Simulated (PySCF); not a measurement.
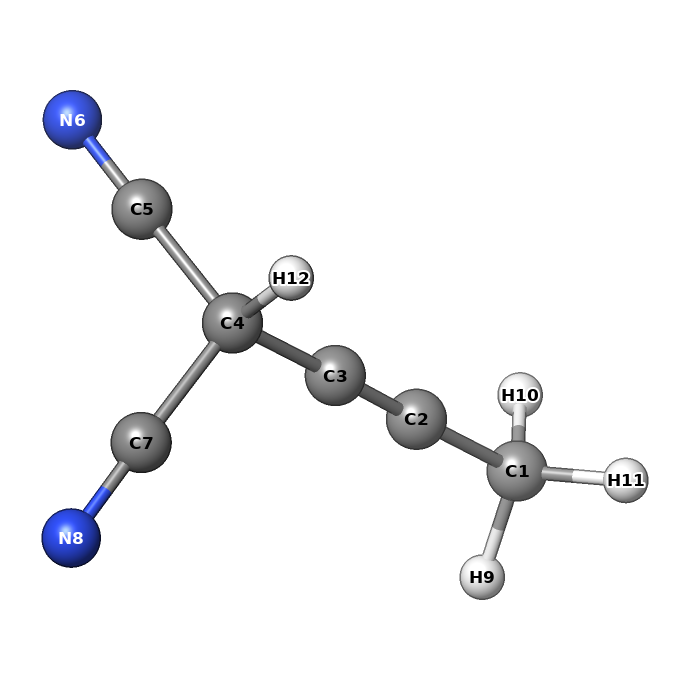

The computed structure is the end point of a GFN2-xTB optimisation. No frequency run is at hand to confirm it as a minimum. Electric field gradients from the ground-state density, PBE0/pcSseg-1 (PySCF 2.14.0), non-relativistic apart from any core potentials.

Give the largest field-gradient component, the quadrupole coupling constant and the asymmetry for 14N at N6 (Q = 20.44 mb), 2H at H9 (Q = 2.86 mb), 2H at H10 (Q = 2.86 mb), 2H at H11 (Q = 2.86 mb), 2H at H12 (Q = 2.86 mb).

```tsv
atom	V_zz (a.u.)	e²qQ/h (MHz)	η
N6	−0.998	−4.79	0.04
H9	0.307	0.207	0.03
H10	0.307	0.206	0.03
H11	0.307	0.207	0.03
H12	0.277	0.186	0.02
```
